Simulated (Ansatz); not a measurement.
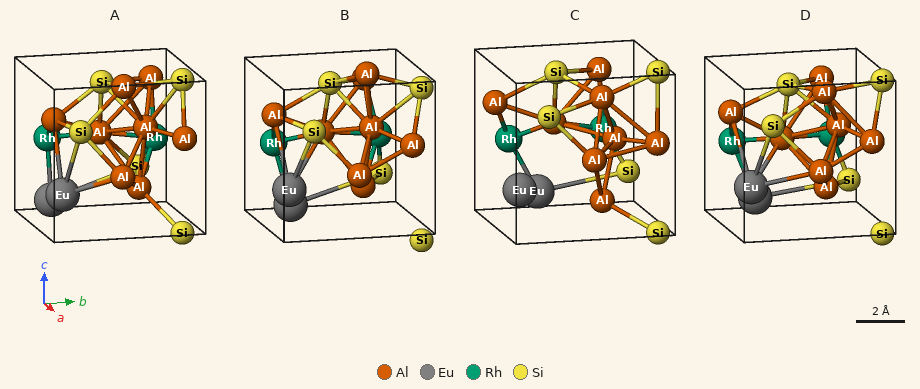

4 geometries from one relaxation of an amorphous cell of composition EuAl₄Si₂Rh (coarse preliminary run), in shuffled order. A ball-and-stick model of the cell of the calculation, seen slightly off an axis.

All numbers below come from DFT PBEsol, scalar-relativistic, plane waves, PAW in Ansatz 0.2.0. (plane-wave cutoff 420 eV; k-point mesh 1 × 1 × 1; occupations gaussian; smearing width 0.05 eV; collinear spin; cell relaxed at fixed shape; force threshold 0.05 eV/Å; at most 45 steps)

**Put them in the order of the run, from the start to the converged end.**

C, D, B, A. They are steps 0, 8, 15, 25, at +244 meV per atom, +86.7 meV per atom, +34.9 meV per atom relative to the last. The largest move relative to the cell is that of an Al atom, 1.22 Å along [3 2 −1]. By element the largest moves are Al 1.22 Å, Si 1.08 Å, Eu 1.07 Å, Rh 0.93 Å. The drawn cell changes as follows: a = b = c 7.002 → 6.660 Å (−4.9 %); the volume changes by −13.9 %. Among the contacts that change: Al–Si 4.521 → 2.578 Å, Al–Al 4.644 → 2.845 Å, Al–Eu 4.930 → 3.143 Å, Al–Rh 3.971 → 2.474 Å. New bonds form, among them: Al–Eu (3.99 → 3.08 Å), Al–Eu (4.03 → 3.22 Å), Al–Eu (4.93 → 3.14 Å), Al–Rh (3.97 → 2.47 Å). Bonds break, among them: Al–Eu (3.09 → 4.43 Å), Al–Rh (2.58 → 3.86 Å). Among the angles between lasting bonds that change: Al–Si–Eu 137.4° → 78.5°, Al–Al–Al 145.8° → 92.8°, Al–Rh–Si 133.8° → 81.7°. After 24 accepted moves (25 points after the start) the energy has fallen by 244 meV per atom. The largest force component goes from 1.6 to 0.045 eV/Å. Pressure: −6.36 GPa at the start and −0.06 GPa at the end. The SCF was repeated once at an unchanged geometry on a basis and grid sized afresh for the cell, which shifted the energy by 0.7 meV per atom at most.

Limits of the set-up: the periodic images lie only 7.0 Å apart, so the values are limited by the cell's size; 4f states are treated without a Hubbard U.
